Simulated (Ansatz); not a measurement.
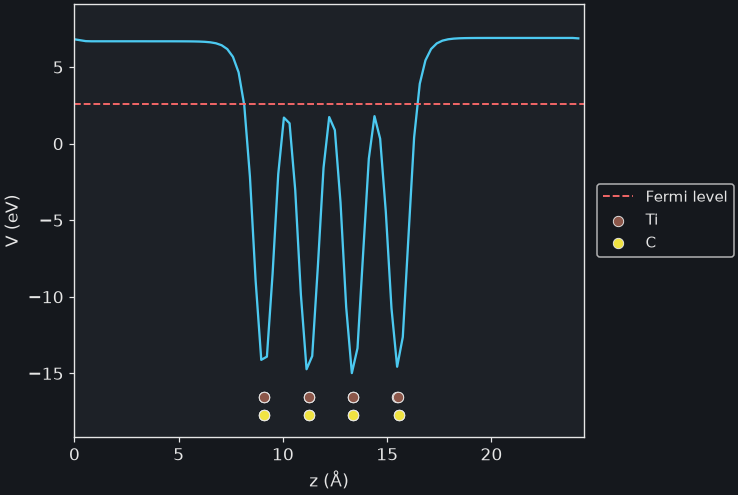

Plane-averaged electrostatic potential energy of an electron across the slab; circles at the bottom mark the heights of the atoms.

Structure: a (100) slab cut from TiC (Fm-3m), ended by TiC planes, 32 atoms in the cell, the slab at its places in the relaxed adsorbed structure.

Level of theory: DFT PBE+D3(BJ), scalar-relativistic, plane waves, PAW, no spin polarisation, 3×3×1 k mesh, Gaussian smearing of 0.1 eV; code Ansatz.

Question: Read off the work function of each face.

Answer: The work function is 4.31 eV at the right face and 4.09 eV at the left.

Question: Do the two faces differ, and what does that say about the slab's dipole?

Answer: The vacuum levels differ by 0.22 eV, so the slab carries a dipole along its normal.

Question: How thick are slab and vacuum?

Answer: The outermost atoms are 6.5 Å apart, which leaves 18.0 Å of vacuum in a cell 24.4 Å high.

The atoms aren't at rest in this cell (largest force 1.5 eV/Å), so the relaxed material can differ.
